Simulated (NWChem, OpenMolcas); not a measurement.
**How basis sets differ on GaNH2F2 (SMILES [NH2][Ga]([F])[F])**

GaNH2F2 has 6 atoms, charge 0, and is taken as a singlet. SMILES: `[NH2][Ga]([F])[F]`. Geometry: relaxed at PBE0-D4/def2-TZVP.

Each level gives the HOMO–LUMO gap (eV). The values are calculated.

```csv
level,kind,program,value (eV)
HF/ANO-R0 (sfX2C),Hartree–Fock,OpenMolcas,14.79
HF/ANO-S-MB,Hartree–Fock,OpenMolcas,14.79
HF/STO-3G,Hartree–Fock,OpenMolcas,14.51
HF/3-21G,Hartree–Fock,OpenMolcas,13.93
HF/cc-pVDZ,Hartree–Fock,OpenMolcas,14.24
HF/def2-SVP,Hartree–Fock,NWChem,14.04
```

All-electron rows without a relativistic Hamiltonian named are non-relativistic. The values span 13.93 to 14.79 eV. A Hartree–Fock LUMO above zero doesn't converge with the basis: it sinks as sets grow more diffuse. Orbital gaps aren't excitation energies.

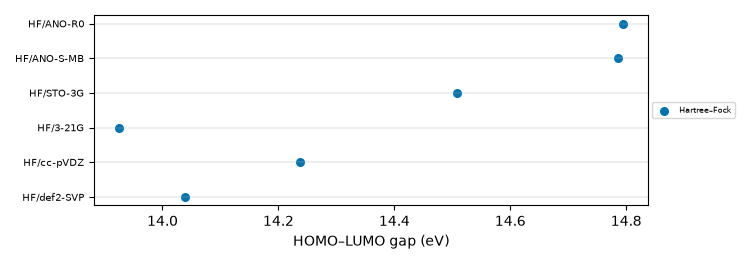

The values of the table, level by level.
